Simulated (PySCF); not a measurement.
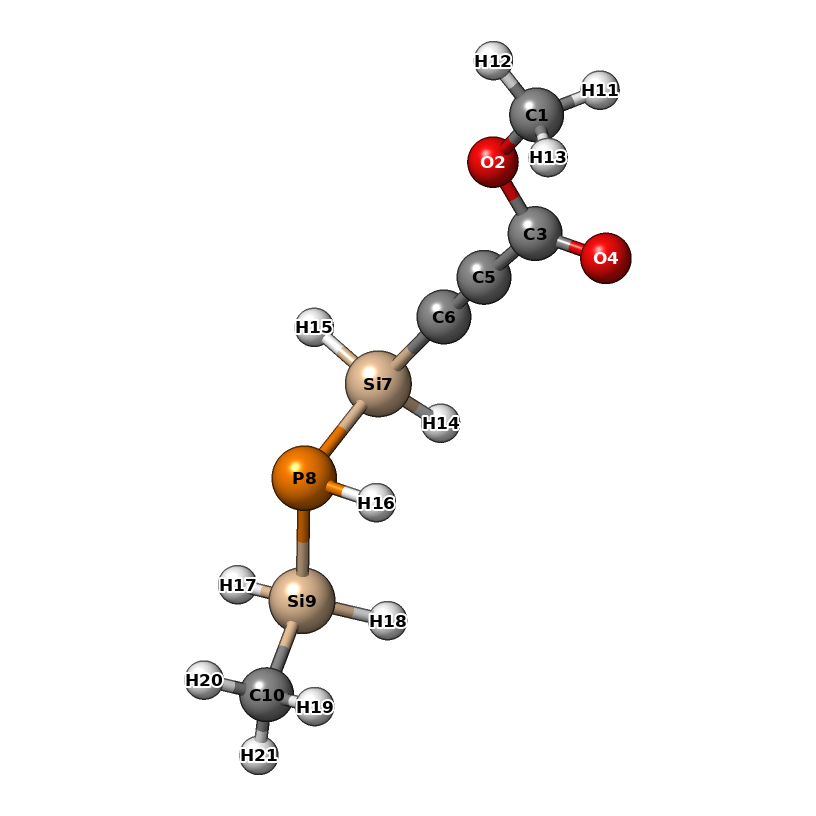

Every bond is drawn as one stick. Computed geometry: GFN2-xTB optimisation. No frequency run is at hand to confirm it as a minimum. Computed with PBE0/pcSseg-1 (PySCF 2.14.0).

**Which bond between heavy atoms has the highest Mayer bond order?**

C5–C6, 2.26, at a length of 1.208 Å.

**Which bond between heavy atoms has the lowest Mayer bond order?**

C1–O2, 0.86, at 1.418 Å.

List the Mayer bond orders of C1–O2, O2–C3, C3–O4, C3–C5, C5–C6, C6–Si7, Si7–P8, P8–Si9, Si9–C10 (bonds between heavy atoms, one of each equivalent set).

```json
{"bond": "C1–O2", "Mayer order": "0.86", "length (Å)": "1.418"}
{"bond": "O2–C3", "Mayer order": "1.12", "length (Å)": "1.340"}
{"bond": "C3–O4", "Mayer order": "1.90", "length (Å)": "1.204"}
{"bond": "C3–C5", "Mayer order": "1.00", "length (Å)": "1.442"}
{"bond": "C5–C6", "Mayer order": "2.26", "length (Å)": "1.208"}
{"bond": "C6–Si7", "Mayer order": "0.96", "length (Å)": "1.853"}
{"bond": "Si7–P8", "Mayer order": "0.96", "length (Å)": "2.236"}
{"bond": "P8–Si9", "Mayer order": "0.94", "length (Å)": "2.242"}
{"bond": "Si9–C10", "Mayer order": "0.96", "length (Å)": "1.897"}
```

The geometry is semi-empirical. Around P, Si such bond lengths and angles can be off by a tenth of an ångström or more and by several degrees, and values that hang on the shape move with them.
